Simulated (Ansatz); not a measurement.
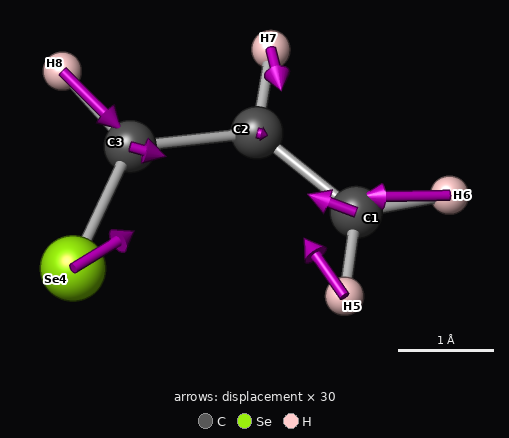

This is a relaxation of C3H4Se. The starting structure is drawn; purple arrows show the displacements, magnified 30 times. The two geometries are superimposed by the best rigid fit.

Style: ball-and-stick. Shown at a tilt.

The start comes from PBE-D4/def2-SVP.

The calculation used RKS PBE0-D4/def2-TZVP (Ansatz 0.2.0).

Input
```yaml
crystal:
  periodic: [false, false, false]
  atoms:
    - {symbol: C, position_ang: [-0.059128, 1.259473, 0.094675]}
    - {symbol: C, position_ang: [0.407761, 0.015149, 0.368860]}
    - {symbol: C, position_ang: [-0.062988, -1.220852, -0.238574]}
    - {symbol: Se, position_ang: [-1.345869, -1.422794, -1.466620]}
    - {symbol: H, position_ang: [-0.866188, 1.399049, -0.644375]}
    - {symbol: H, position_ang: [0.352386, 2.147149, 0.597946]}
    - {symbol: H, position_ang: [1.215826, -0.099306, 1.113567]}
    - {symbol: H, position_ang: [0.450300, -2.134868, 0.118622]}
basis:
  gaussian: {orbitals: def2-TZVP}
hamiltonian: {xc: pbe0, dispersion: d4}
relax: {f_tol: 0.005, max_steps: 150}
```

Command:
```bash
ansatz run in.yaml --threads 2 --pin off --events-out ev --progress --plain --max-ram 4352MiB
```

Q: Describe the change and its energy.

A: H6 moves most after the best rigid fit: 0.033 Å. By element the largest moves are H 0.033 Å, Se 0.029 Å, C 0.019 Å. Some distances before and after: C3–Se4 1.787 → 1.765 Å, C1–C2 1.357 → 1.336 Å, C3–H8 1.107 → 1.089 Å, C1–H5 1.103 → 1.085 Å. Over 4 geometry steps the energy falls by 4.47 kJ/mol. The largest force component goes from 0.61 to 0.0012 eV/Å. The run took 13 s on 2 threads of Intel Xeon 6975P-C, on a shared host.
